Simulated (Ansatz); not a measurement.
Al2P3

```xyz
5
Lattice="3.3561 0.0000 0.0000 0.0000 3.3561 0.0000 0.0000 0.0000 7.3897" Properties=species:S:1:pos:R:3 pbc="T T T"
Al    0.0000    0.0000    5.2547
Al    0.0000    0.0000    2.1349
P     1.6780    1.6780    6.2039
P     1.6780    1.6780    1.1857
P     1.6780    1.6780    3.6948
```

Space group P4/mmm; a structure generated by program, which may or may not match a known phase; computed without spin polarisation.

The calculation used Ansatz 0.2.0, DFT PBE, scalar-relativistic, plane waves, PAW.

Predict the valence pseudo-density and electron localisation function between the atoms.

Answer. P–P (2.37 Å): the density is about 0.55 e/Å³ at the midpoint; the ELF peaks at about 0.85 between the atoms.
Al–P (2.56 Å): the density is about 0.36 e/Å³ at the midpoint; the ELF peaks at about 0.90 in the valence shell of P, 0.9 Å from its nucleus, and is about 0.80 at the midpoint.
Al–P (2.84 Å): ρ at the midpoint is about 0.23 e/Å³; the ELF peaks at about 0.80 in the valence shell of P, 0.8 Å from its nucleus, and drops to about 0.50 between the two atoms.

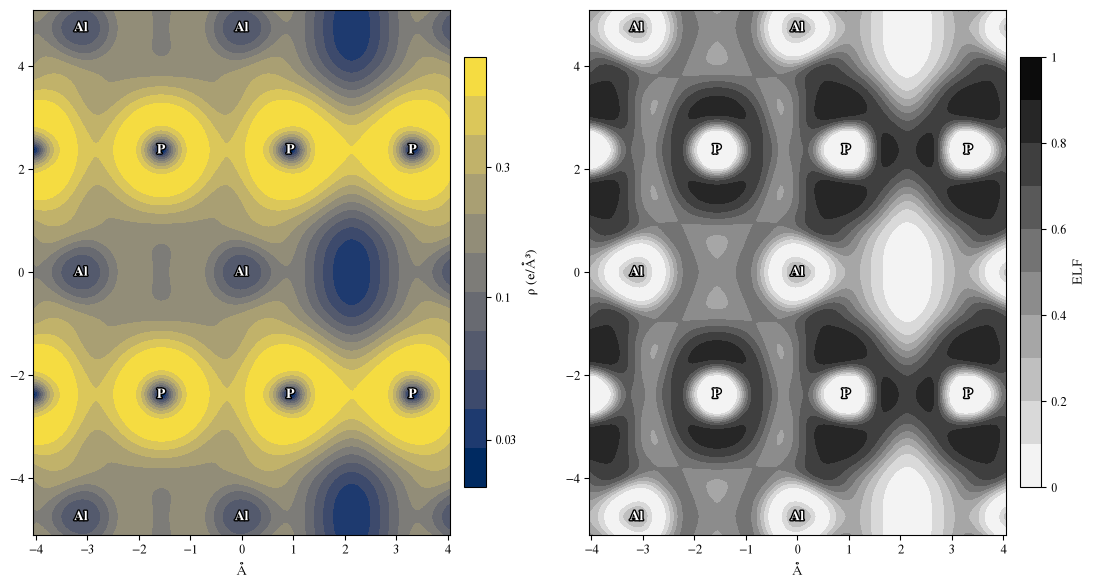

Computed valence pseudo-density and electron localisation function on the (110) plane of the conventional cell, in this order. 
